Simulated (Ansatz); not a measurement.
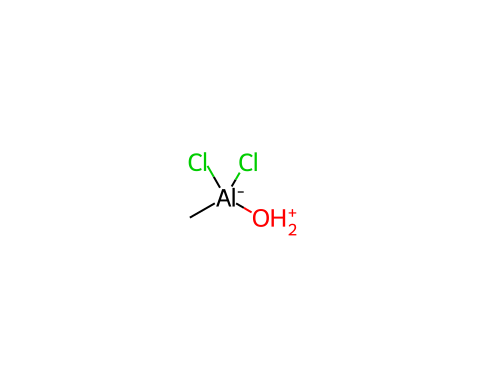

Structural formula above. The geometry was computed by an optimisation with PBE0-D4/def2-TZVP.

Describe the 3D structure.

The molecule is CH5AlCl2O. As SMILES it reads `[CH3][Al-]([OH2+])([Cl])[Cl]`. This geometry has Cs symmetry. Coordination, clear cases only: 1 C tetrahedral; 1 O trigonal pyramidal.

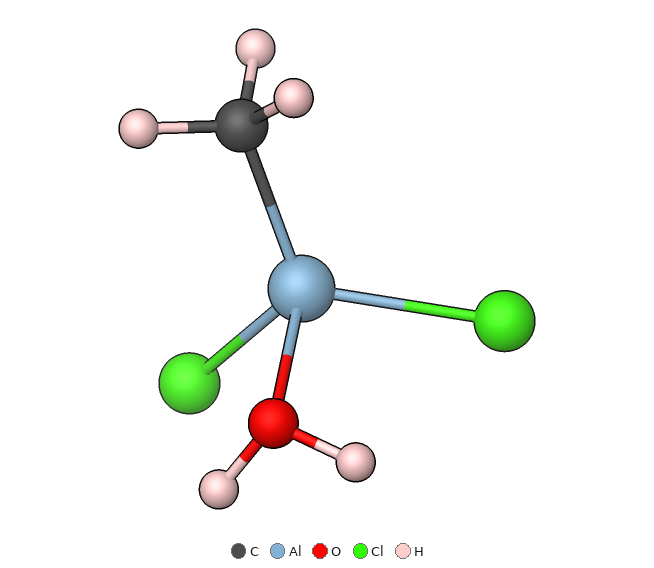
